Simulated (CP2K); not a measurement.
# C2H9NSSi (SMILES CN[SiH](C)S): GFN1-xTB

What is the energy change on altering one bond length of C2H9NSSi at GFN1-xTB? 

Program for the calculation: CP2K 2026.2.

6 further runs of the same task are left out: 1 that didn't finish, 5 set aside as unsound or not needed.

## 1. The structure to begin with

C2H9NSSi: 14 atoms, total charge 0, spin state singlet. SMILES: `CN[SiH](C)S`. The coordinates come from a PBE0-D4/def2-TZVP relaxation. This is one conformer, not always the lowest.

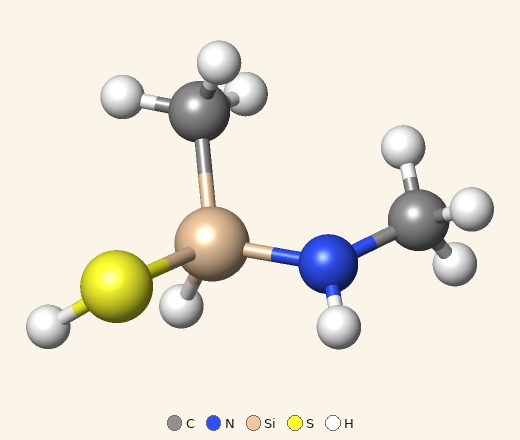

Viewed from a chosen angle; carbon grey, nitrogen blue, silicon light orange, sulfur yellow, hydrogen white.

## 2. Energy and gradient at GFN1-xTB

Contents of molecule.xyz:

```xyz
14

C     -1.247200     1.154300     1.120800
N     -0.190100     1.186900     0.134500
Si     0.372100    -0.140000    -0.787100
C      0.368900    -1.673900     0.267400
S      2.329600     0.464200    -1.425000
H     -2.240300     1.366200     0.704000
H     -1.056500     1.875100     1.921200
H     -1.290700     0.167200     1.585200
H     -0.012400     2.105700    -0.240100
H     -0.380500    -0.439900    -2.044100
H      0.838200    -2.493000    -0.282600
H      0.929300    -1.518200     1.192000
H     -0.648400    -1.985000     0.521200
H      2.215200    -0.098600    -2.638700
```

Contents of molecule.inp:

```
&FORCE_EVAL
   METHOD QUICKSTEP
   &DFT
      CHARGE 0
      MULTIPLICITY 1
      &QS
         METHOD XTB
         EPS_DEFAULT 1.0E-10
         &XTB
            GFN_TYPE 1
            CHECK_ATOMIC_CHARGES F
         &END
      &END
      &POISSON
         PERIODIC NONE
         POISSON_SOLVER ANALYTIC
      &END
      &SCF
         SCF_GUESS ATOMIC
         EPS_SCF 1.0E-06
         MAX_SCF 150
         ADDED_MOS 4
         &DIAGONALIZATION
            ALGORITHM STANDARD
         &END
         &MIXING
            METHOD BROYDEN_MIXING
            ALPHA 0.2
            NBUFFER 8
         &END
      &END
      &PRINT
         &MOMENTS
            PERIODIC F
            REFERENCE COM
            MAX_MOMENT 1
         &END
         &MO ON
            ENERGIES T
            OCCUPATION_NUMBERS T
            NDIGITS 6
            &EACH
               QS_SCF 0
            &END
            ADD_LAST NUMERIC
         &END
         &HIRSHFELD OFF
         &END
      &END
   &END
   &SUBSYS
      # vacuum box
      &CELL
         ABC [angstrom] 12.6 12.6 12.6
         PERIODIC NONE
      &END
      &TOPOLOGY
         COORD_FILE_NAME molecule.xyz
         COORD_FILE_FORMAT XYZ
         &CENTER_COORDINATES
         &END
      &END
   &END
   # extra output
   &PRINT
      &FORCES ON
      &END
   &END
&END
&GLOBAL
   PROJECT_NAME molecule
   RUN_TYPE ENERGY_FORCE
   PRINT_LEVEL MEDIUM
&END
```

The run is started by

```bash
$ OMP_NUM_THREADS=1 cp2k.psmp -i molecule.inp > molecule.out 2>&1
```

Output:

```text
CP2K| version string:                                       CP2K version 2026.2
[...]
 GLOBAL| Method name                                                        CP2K
[...]
 GLOBAL| Run type                                                   ENERGY_FORCE
[...]
                             - Atoms:                                         14
[...]
                             - Spherical basis functions:                     48
[...]
 Number of electrons:                                                         32
[...]
     1 NoMix/Diag. 0.20E+00    0.0     0.44394555       -17.8462717806 -1.78E+01
[...]
    59 Broy./Diag. 0.20E+00    0.0     0.00000045       -17.9048235219 -1.97E-07
  *** SCF run converged in    59 steps ***
[...]
 TB_DIPOLE| Moment [Debye]         -0.78870306       0.10973112      -0.22763934
 TB_DIPOLE| Derivative [a.u.]       0.00000000       0.00000000       0.00000000
[...]
 ENERGY| Total FORCE_EVAL ( QS ) energy [hartree]            -17.904823372249933
 FORCES| Atomic forces [hartree/bohr]
 FORCES|   Atom     x               y               z               |f|
 FORCES|      1 -1.04160355E-02  3.40972922E-03  1.28462829E-02   1.68862972E-02
 FORCES|      2  2.51406268E-03 -4.54119455E-03 -9.23563756E-03   1.05943362E-02
 FORCES|      3  1.91931212E-02  1.03892152E-02 -3.23085354E-02   3.89891415E-02
 FORCES|      4 -2.50014705E-03 -4.87660193E-03  2.40255756E-03   5.98366648E-03
 FORCES|      5 -1.56911689E-02 -7.18076598E-03 -4.33198605E-03   1.77916352E-02
 FORCES|      6  2.06151577E-03  1.17032661E-03 -2.05241875E-03   3.13559155E-03
 FORCES|      7  1.21955560E-03  2.11222285E-03 -4.54222828E-04   2.48095135E-03
 FORCES|      8  1.50143371E-04 -7.11283159E-04 -7.59569530E-04   1.05138605E-03
 FORCES|      9 -3.29521758E-03  7.01874385E-03  5.28497770E-03   9.38361409E-03
 FORCES|     10  2.15161773E-03  3.02304033E-03  1.06558772E-02   1.12834370E-02
 FORCES|     11  1.02835174E-04 -4.58790413E-03  3.47187058E-03   5.75441784E-03
 FORCES|     12 -2.75346114E-04 -4.61125442E-03  2.91654739E-03   5.46312470E-03
 FORCES|     13  1.66363569E-03 -4.08036997E-03  3.39960632E-03   5.56546728E-03
[...]
```

Run time: 1.3 s. Hardware: 1 thread of Intel Xeon 6975P-C (Granite Rapids), shared host; peak memory 0.19 GiB.

## 3. The distorted shape

Contents of molecule.xyz:

```xyz
14

C     -1.411436     1.440952     1.313278
N     -0.354336     1.473552     0.326978
Si     0.207864     0.146652    -0.594622
C      0.204664    -1.387248     0.459878
S      2.165364     0.750852    -1.232522
H     -2.404536     1.652852     0.896478
H     -1.220736     2.161752     2.113678
H     -1.454936     0.453852     1.777678
H     -0.176636     2.392352    -0.047622
H     -0.544736    -0.153248    -1.851622
H      0.838200    -2.493000    -0.282600
H      0.765064    -1.231548     1.384478
H     -0.812636    -1.698348     0.713678
H      2.050964     0.188052    -2.446222
```

Contents of mol.inp:

```
&GLOBAL
    PROJECT_NAME mol
    RUN_TYPE ENERGY_FORCE
    PRINT_LEVEL MEDIUM
&END GLOBAL

&FORCE_EVAL
    METHOD QUICKSTEP
    &DFT
        CHARGE 0
        MULTIPLICITY 1
        ! Quickstep
        &QS
            METHOD XTB
            EPS_DEFAULT 1.0E-10
            &XTB
                GFN_TYPE 1
                CHECK_ATOMIC_CHARGES F
            &END XTB
        &END QS
        ! no periodic images
        &POISSON
            PERIODIC NONE
            POISSON_SOLVER ANALYTIC
        &END POISSON
        ! self-consistent field
        &SCF
            SCF_GUESS ATOMIC
            EPS_SCF 1.0E-06
            MAX_SCF 150
            ADDED_MOS 4
            &DIAGONALIZATION
                ALGORITHM STANDARD
            &END DIAGONALIZATION
            &MIXING
                METHOD BROYDEN_MIXING
                ALPHA 0.2
                NBUFFER 8
            &END MIXING
        &END SCF
        &PRINT
            &MOMENTS
                PERIODIC F
                REFERENCE COM
                MAX_MOMENT 1
            &END MOMENTS
            &MO ON
                ENERGIES T
                OCCUPATION_NUMBERS T
                NDIGITS 6
                &EACH
                    QS_SCF 0
                &END EACH
                ADD_LAST NUMERIC
            &END MO
            &HIRSHFELD OFF
            &END HIRSHFELD
        &END PRINT
    &END DFT
    &SUBSYS
        ! box in angstrom
        &CELL
            ABC [angstrom] 12.6 12.9 12.6
            PERIODIC NONE
        &END CELL
        &TOPOLOGY
            COORD_FILE_NAME molecule.xyz
            COORD_FILE_FORMAT XYZ
            &CENTER_COORDINATES
            &END CENTER_COORDINATES
        &END TOPOLOGY
    &END SUBSYS
    ! extra output
    &PRINT
        &FORCES ON
        &END FORCES
    &END PRINT
&END FORCE_EVAL
```

The run is started by

```bash
$ OMP_NUM_THREADS=1 cp2k.psmp -i mol.inp > mol.out 2>&1
```

Output:

```text
CP2K| version string:                                       CP2K version 2026.2
[...]
 GLOBAL| Method name                                                        CP2K
[...]
 GLOBAL| Run type                                                   ENERGY_FORCE
[...]
                             - Atoms:                                         14
[...]
                             - Spherical basis functions:                     48
[...]
 Number of electrons:                                                         32
[...]
     1 NoMix/Diag. 0.20E+00    0.0     0.43232554       -17.8048105372 -1.78E+01
[...]
    75 Broy./Diag. 0.20E+00    0.0     0.00000073       -17.8621019695  1.10E-06
  *** SCF run converged in    75 steps ***
[...]
 TB_DIPOLE| Moment [Debye]         -0.86430615       0.19579188      -0.12310902
 TB_DIPOLE| Derivative [a.u.]       0.00000000       0.00000000       0.00000000
[...]
 ENERGY| Total FORCE_EVAL ( QS ) energy [hartree]            -17.862102461666648
 FORCES| Atomic forces [hartree/bohr]
 FORCES|   Atom     x               y               z               |f|
 FORCES|      1 -1.03889105E-02  3.40805484E-03  1.28238680E-02   1.68521776E-02
 FORCES|      2  2.30242755E-03 -5.10048933E-03 -8.65766777E-03   1.03088009E-02
 FORCES|      3  2.18637660E-02  4.25338892E-03 -3.41820610E-02   4.07986381E-02
 FORCES|      4  2.70232166E-02 -5.47173944E-02 -3.30070506E-02   6.93809258E-02
 FORCES|      5 -1.57297998E-02 -6.92458624E-03 -4.20886241E-03   1.76943782E-02
 FORCES|      6  2.05522418E-03  1.16960781E-03 -2.05475482E-03   3.13272185E-03
 FORCES|      7  1.20329997E-03  2.10934920E-03 -4.35369561E-04   2.46715049E-03
 FORCES|      8  1.61259192E-04 -7.63346911E-04 -7.52889661E-04   1.08422593E-03
 FORCES|      9 -3.18349911E-03  6.71498268E-03  5.21415881E-03   9.07816672E-03
 FORCES|     10  2.05514731E-03  2.98460770E-03  1.09654578E-02   1.15487133E-02
 FORCES|     11 -3.75668379E-02  6.21877663E-02  4.60203508E-02   8.60026644E-02
 FORCES|     12  2.24936233E-03 -9.73834551E-03 -2.88346427E-04   9.99890733E-03
 FORCES|     13  4.85370700E-03 -9.03467881E-03  3.60966807E-04   1.02622702E-02
[...]
```

Run time: 1.3 s. Hardware: 1 thread of Intel Xeon 6975P-C (Granite Rapids), shared host; peak memory 0.19 GiB.

## 4. Summary of results

At GFN1-xTB:

| quantity | value |
| --- | --- |
| first shape: total energy | -17.90482 Eh |
| first shape: dipole moment (from atomic charges alone) | 0.83 D |
| first shape: HOMO energy | -10.65 eV |
| first shape: LUMO energy | -4.22 eV |
| first shape: HOMO–LUMO gap | 6.43 eV |
| first shape: dispersion energy | -14.63 kJ/mol |
| first shape: largest force on an atom | 2.005 eV/Å |
| distorted shape: total energy | -17.86210 Eh |
| distorted shape: dipole moment (from atomic charges alone) | 0.89 D |
| distorted shape: HOMO energy | -10.66 eV |
| distorted shape: LUMO energy | -4.74 eV |
| distorted shape: HOMO–LUMO gap | 5.92 eV |
| distorted shape: dispersion energy | -15.35 kJ/mol |
| distorted shape: largest force on an atom | 4.422 eV/Å |
| energy change with the C4–H11 bond stretched from 1.093 to 1.475 Å | 1.162 eV |

What this shows: With the C4–H11 bond stretched from 1.093 to 1.475 Å the energy rises by 1.16 eV (27 kcal/mol). The first shape isn't relaxed at this level, so the change isn't measured from a minimum. The largest force (first shape) is 2.00 eV/Å: the shape isn't a stationary point for this species at this level. The dipole (first shape) comes from point charges on the atoms alone, without atomic dipoles, so it is partial. The dipole (distorted shape) comes from point charges on the atoms alone, without atomic dipoles, so it is partial.
